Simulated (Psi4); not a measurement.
**SnH2 (SMILES [H][Sn][H]): PBE0/def2-TZVP (core potential, sweep point 7)**

Aim: the vertical singlet–triplet gap of SnH2 at PBE0/def2-TZVP (core potential, sweep point 7), from 2 runs. The job is set up through a Python script.

Program for the calculation: Psi4 1.11.

4 further runs of the same task are left out: 4 set aside as unsound or not needed.

**1. The structure to begin with**

SnH2 has 3 atoms, charge 0, and is taken as a singlet. SMILES: `[H][Sn][H]`. The shape comes from GFN2-xTB, which is rough for such elements, and wasn't checked as a minimum.

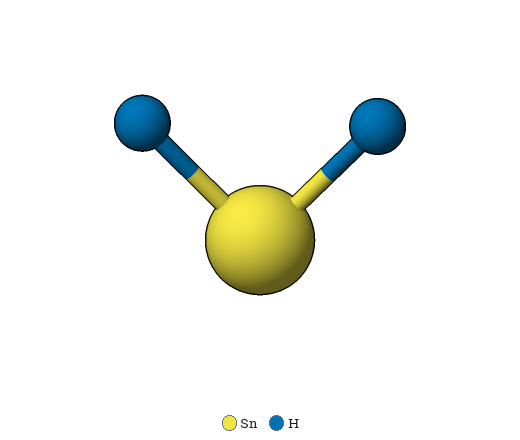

The structure, seen from a chosen angle (tin yellow, hydrogen blue).

**2. The energy at PBE0/def2-TZVP (core potential, sweep point 7)**

File run.py:

```python
import psi4

psi4.set_memory(1600000000)
psi4.set_num_threads(1)
psi4.set_output_file('output.dat', False)

molecule = psi4.geometry("""
Sn     0.005160    -0.008860    -0.870070
H      1.236480    -0.017770     0.442810
H     -1.241640     0.026630     0.427260
symmetry c1
""")

psi4.set_options({
    'basis': 'def2-TZVP',
    'reference': 'rks',
    'puream': True,
    'scf_type': 'pk',
    'dft_radial_points': 150,
    'dft_spherical_points': 974,
})

e = psi4.energy("pbe0")
print('E =', round(e, 9))
```

Run with:

```sh
python run.py
```

output.dat:

```text
[...]
    !!!  WARNING: ECP capability is in beta. Please check occupations closely.  !!!
[...]
  Running in c1 symmetry.
[...]
  Nuclear repulsion =   13.150224996113383
[...]
  Multiplicity = 1
[...]
  Nalpha       = 12
  Nbeta        = 12
[...]
    Number of basis functions: 62
[...]
 WARNING: Atomic UHF is not converging! Try casting from a smaller basis or call Rob at CCMST.
   -------------------------
[...]
   @RKS iter   1:  -215.32047042884898   -1.16437e+00   9.05915e-03 DIIS/ADIIS
[...]
   @RKS iter   7:  -215.45759499035796   -1.24837e-08   5.80410e-07 DIIS
[...]
    Orbital Energies [Eh]
    ---------------------
    Doubly Occupied:
       1A     -5.143757     2A     -3.484974     3A     -3.471730
       4A     -3.468301     5A     -1.046520     6A     -1.042467
       7A     -1.039355     8A     -1.031290     9A     -1.027601
      10A     -0.485010    11A     -0.295942    12A     -0.247419
[...]
  @RKS Final Energy:  -215.45759499035796
   => Energetics <=
    Nuclear Repulsion Energy =             13.1502249961133835
    One-Electron Energy =                -403.6625617952452103
    Two-Electron Energy =                 189.3524904024513660
    DFT Exchange-Correlation Energy =     -14.2977485936774720
    Empirical Dispersion Energy =           0.0000000000000000
    VV10 Nonlocal Energy =                  0.0000000000000000
    Total Energy =                       -215.4575949903579613
[...]
 Multipole Moments:
 ------------------------------------------------------------------------------------
     Multipole            Electronic (a.u.)      Nuclear  (a.u.)        Total (a.u.)
 ------------------------------------------------------------------------------------
 L = 1.  Multiply by 2.5417464519 to convert [e a0] to [Debye]
 Dipole X            :         -0.0261818            0.0241694           -0.0020124
 Dipole Y            :         -4.3212726            3.9541868           -0.3670858
 Dipole Z            :          0.0000135            0.0000000            0.0000135
 Magnitude           :                                                    0.3670913
[...]
```

On the terminal:

```text
E = -215.45759499
```

Wall time 10 s (1 thread of AMD EPYC 7R13 (Zen 3), shared host); peak memory 0.95 GiB.

**3. The triplet**

File run.py:

```python
import psi4

psi4.set_memory('1600 MB')
psi4.set_num_threads(1)
psi4.core.set_output_file('output.dat', False)

molecule = psi4.geometry("""
0 3
Sn     0.005160    -0.008860    -0.870070
H      1.236480    -0.017770     0.442810
H     -1.241640     0.026630     0.427260
units angstrom
symmetry c1
""")

options = {'basis': 'def2-TZVP', 'reference': 'uks', 'puream': True, 'scf_type': 'pk', 'dft_radial_points': 150, 'dft_spherical_points': 974, 'maxiter': 100}
psi4.set_options(options)

energy_value = psi4.energy("pbe0")
print('E =', round(energy_value, 9))
for k, v in sorted(psi4.core.scalar_variables().items()):
    print(f'{k:45s} {v:18.10f}')
```

Run with:

```sh
python run.py
```

output.dat:

```text
[...]
    !!!  WARNING: ECP capability is in beta. Please check occupations closely.  !!!
[...]
  Running in c1 symmetry.
[...]
  Nuclear repulsion =   13.150224996113383
[...]
  Multiplicity = 3
[...]
  Nalpha       = 13
  Nbeta        = 11
[...]
    Number of basis functions: 62
[...]
 WARNING: Atomic UHF is not converging! Try casting from a smaller basis or call Rob at CCMST.
   -------------------------
[...]
   @UKS iter   1:  -215.25516808231632   -1.09907e+00   9.30179e-03 DIIS/ADIIS
[...]
   @UKS iter   8:  -215.39992574216703   -8.33107e-08   8.84842e-07 DIIS
[...]
   @S^2 Observed:                2.003282147E+00
[...]
    Orbital Energies [Eh]
    ---------------------
    Alpha Occupied:
       1A     -5.152316     2A     -3.485030     3A     -3.484364
       4A     -3.481387     5A     -1.049714     6A     -1.048954
       7A     -1.047715     8A     -1.044541     9A     -1.044419
      10A     -0.515533    11A     -0.325182    12A     -0.295730
      13A     -0.193066
    Alpha Virtual:
      14A     -0.015305    15A      0.024597    16A      0.090094
      17A      0.097351    18A      0.100785    19A      0.146453
      20A      0.151178    21A      0.153570    22A      0.159778
      23A      0.280817    24A      0.311889    25A      0.363234
[...]
  @UKS Final Energy:  -215.39992574216703
   => Energetics <=
    Nuclear Repulsion Energy =             13.1502249961133835
    One-Electron Energy =                -403.4157560129169724
    Two-Electron Energy =                 189.1446108877375991
    DFT Exchange-Correlation Energy =     -14.2790056131010292
    Empirical Dispersion Energy =           0.0000000000000000
    VV10 Nonlocal Energy =                  0.0000000000000000
    Total Energy =                       -215.3999257421670279
[...]
 Multipole Moments:
 ------------------------------------------------------------------------------------
     Multipole            Electronic (a.u.)      Nuclear  (a.u.)        Total (a.u.)
 ------------------------------------------------------------------------------------
 L = 1.  Multiply by 2.5417464519 to convert [e a0] to [Debye]
 Dipole X            :         -0.0266707            0.0241694           -0.0025013
 Dipole Y            :         -4.3783864            3.9541868           -0.4241996
 Dipole Z            :          0.0000005            0.0000000            0.0000005
 Magnitude           :                                                    0.4242070
[...]
```

The script printed:

```text
E = -215.399925742
CURRENT ENERGY                                   -215.3999257422
CURRENT REFERENCE ENERGY                         -215.3999257422
DD SOLVATION ENERGY                                 0.0000000000
DFT FUNCTIONAL TOTAL ENERGY                      -215.3999257422
DFT TOTAL ENERGY                                 -215.3999257422
DFT VV10 ENERGY                                     0.0000000000
DFT XC ENERGY                                     -14.2790056131
GRID ELECTRONS ALPHA                               13.0000000103
GRID ELECTRONS BETA                                11.0000000084
GRID ELECTRONS TOTAL                               24.0000000187
NUCLEAR REPULSION ENERGY                           13.1502249961
ONE-ELECTRON ENERGY                              -403.4157560129
PCM POLARIZATION ENERGY                             0.0000000000
PE ENERGY                                           0.0000000000
SCF ITERATION ENERGY                             -215.3999257422
SCF ITERATIONS                                      8.0000000000
SCF TOTAL ENERGY                                 -215.3999257422
TWO-ELECTRON ENERGY                               189.1446108877
XC GRID RADIAL POINTS                             150.0000000000
XC GRID SPHERICAL POINTS                          974.0000000000
XC GRID TOTAL POINTS                           418413.0000000000
```

Wall time 14 s (1 thread of AMD EPYC 7R13 (Zen 3), shared host); peak memory 0.95 GiB.

**4. Results**

Level: PBE0/def2-TZVP (core potential, sweep point 7).

| quantity | value |
| --- | --- |
| singlet: total energy | -215.45759 Eh |
| singlet: dipole moment | 0.93 D |
| singlet: HOMO energy | -6.73 eV |
| singlet: LUMO energy | -2.99 eV |
| singlet: HOMO–LUMO gap | 3.74 eV |
| triplet: total energy | -215.39993 Eh |
| triplet: dipole moment | 1.08 D |
| triplet: HOMO energy (highest over α and β) | -5.25 eV |
| triplet: LUMO energy (lowest over α and β) | -4.68 eV |
| triplet: ⟨S²⟩ | 2.003 |
| vertical energy of the triplet above the singlet | 1.569 eV |

**Reading.** At this shape the triplet lies 1.57 eV (36 kcal/mol) above the singlet.
